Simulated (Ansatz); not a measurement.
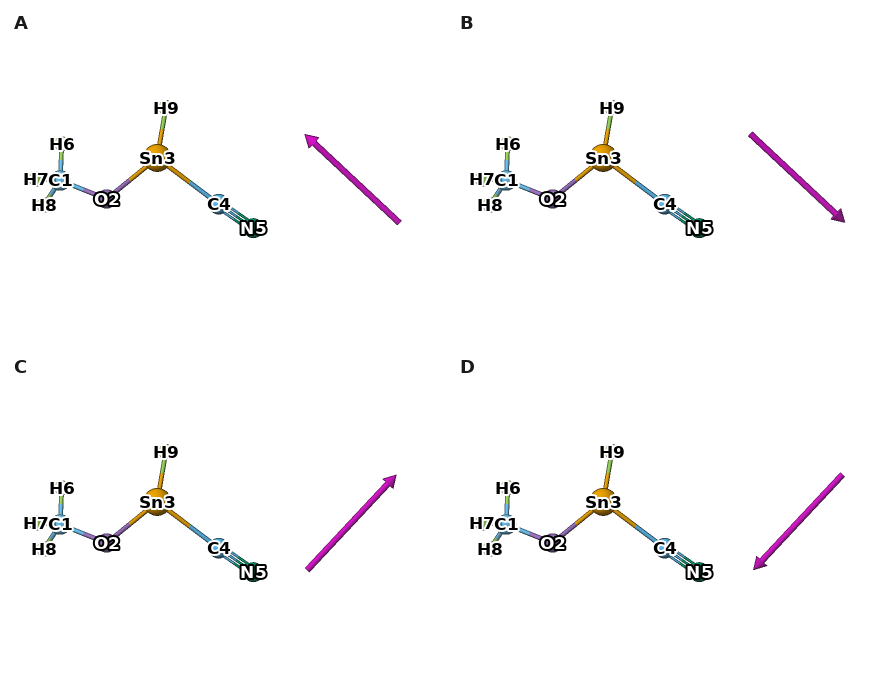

The same molecule four times, each with an arrow. Charge 0, doublet. Computed geometry: PBE0-D4/def2-TZVP optimisation. Properties computed with UKS PBE0-D4/def2-TZVP, core potentials on Sn (Ansatz 0.2.0).

### Which arrow points along the dipole moment, from the negative to the positive end?

A. The dipole moment is 5.17 D; it points from the side of N5 to the side of H6, H7 (the outermost atoms at the two ends).
